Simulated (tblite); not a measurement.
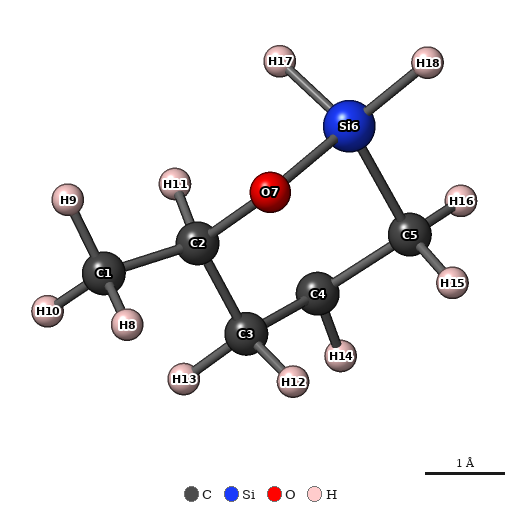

C$_{5}$H$_{11}$OSi (multiplicity 2), before the relaxation. The picture is a ball-and-stick view, seen at a tilt.

All numbers below come from GFN2-xTB geometry optimisation, gas phase (tblite 0.8.0).

```xyz
18

C    -2.3828   -0.3295   -0.1502
C    -0.9464   -0.0033   -0.3803
C    -0.0073   -1.1802   -0.1606
C     1.3402   -0.9210   -0.8140
C     2.0474    0.2534   -0.1688
Si    0.8499    1.6947   -0.3707
O    -0.5830    1.1172    0.3926
H    -2.5621   -0.5241    0.9329
H    -2.9829    0.5501   -0.4914
H    -2.6469   -1.1892   -0.7814
H    -0.8097    0.3234   -1.4317
H     0.1481   -1.3219    0.9230
H    -0.4330   -2.0765   -0.6494
H     1.9632   -1.8327   -0.8636
H     2.1331    0.1127    0.9308
H     2.9992    0.5055   -0.6459
H     0.5095    1.9137   -1.7871
H     1.3550    2.9142    0.2393
```

### Predict the outcome.

After 86 geometry steps the energy has fallen by 1.099 eV. The largest move after the best rigid fit is that of H14, 1.05 Å. Largest moves by element: H 1.05 Å, O 0.69 Å, C 0.29 Å, Si 0.12 Å. Near-neighbour distances that change, for instance: Si6–O7 1.723 → 1.620 Å, C5–Si6 1.885 → 1.938 Å, C4–C5 1.515 → 1.464 Å, C3–C4 1.520 → 1.478 Å. Bond angles that change, for instance: C2–O7–Si6 103.8° → 126.8°, O7–Si6–H18 112.6° → 101.3°, C3–C4–C5 111.3° → 117.7°.

Final geometry:

```xyz
18

C    -2.3822   -0.3327   -0.0387
C    -0.9982   -0.1251   -0.6398
C     0.0049   -1.1998   -0.1395
C     1.3704   -0.9140   -0.6290
C     2.0906    0.2054   -0.0199
Si    0.9592    1.7282   -0.4142
O    -0.5531    1.1604   -0.2933
H    -2.3289   -0.2551    1.0444
H    -3.0620    0.4317   -0.4070
H    -2.7659   -1.3128   -0.3088
H    -1.0568   -0.1872   -1.7366
H    -0.0162   -1.1706    0.9536
H    -0.3481   -2.1753   -0.4788
H     1.6201   -1.2117   -1.6347
H     2.1418    0.1001    1.0651
H     3.0985    0.3129   -0.4107
H     1.2682    2.1706   -1.7766
H     0.9491    2.7816    0.5881
```

The end point in the same view:

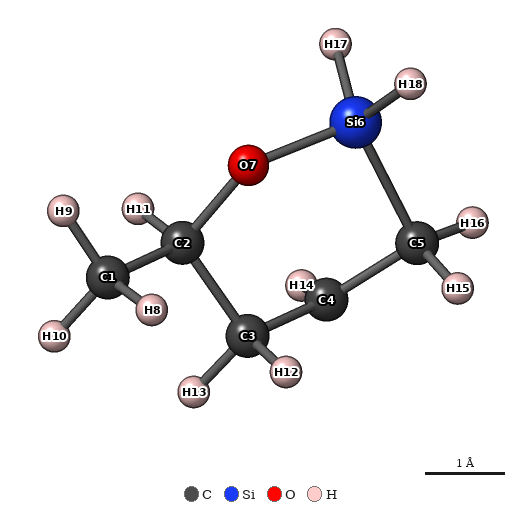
